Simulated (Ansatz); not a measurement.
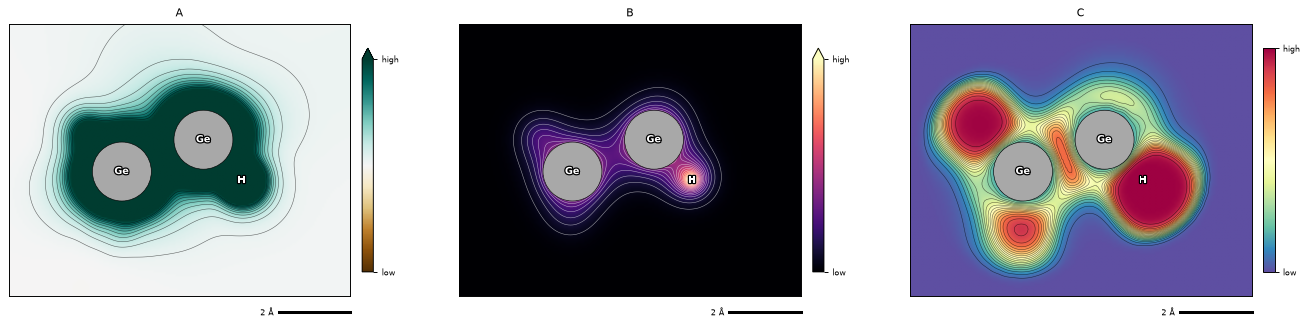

Ge2H6···HCl: 3 fields on the plane of atoms Ge1, Ge2 and H5, with unlabelled colour scales. Grey discs cover the atomic cores.

These are results of RKS PBE-D4/def2-SVP in Ansatz, not measurements.

```yaml
atoms:
  - { symbol: Ge, position_ang: [0.2890, -0.0449, 0.0997] }
  - { symbol: Ge, position_ang: [0.2203, -0.0159, 2.5374] }
  - { symbol: H, position_ang: [-1.1100, -0.6529, 3.0566] }
  - { symbol: H, position_ang: [1.3763, -0.8498, 3.1511] }
  - { symbol: H, position_ang: [0.2846, 1.4279, 3.0988] }
  - { symbol: H, position_ang: [1.7722, -0.0009, -0.3571] }
  - { symbol: H, position_ang: [-0.4580, 1.1807, -0.4747] }
  - { symbol: H, position_ang: [-0.3571, -1.3493, -0.4304] }
  - { symbol: Cl, position_ang: [-3.3339, 0.4517, 1.1424] }
  - { symbol: H, position_ang: [-2.6106, -0.1467, 2.0479] }
```

Match the panels to the quantities (electron density, electron localisation function and electrostatic potential).

Panel A: electrostatic potential (strongly positive close to the atoms and fading to about zero outside). Panel B: electron density. Panel C: electron localisation function. From the grid: Ge–Ge (2.44 Å): ρ at the midpoint is about 0.55 e/Å³; the ELF peaks at about 0.80 between the atoms: a shared electron pair. Ge–H (1.55 Å): the density is about 1 e/Å³ at the midpoint; the ELF climbs to about 1 towards the hydrogen.
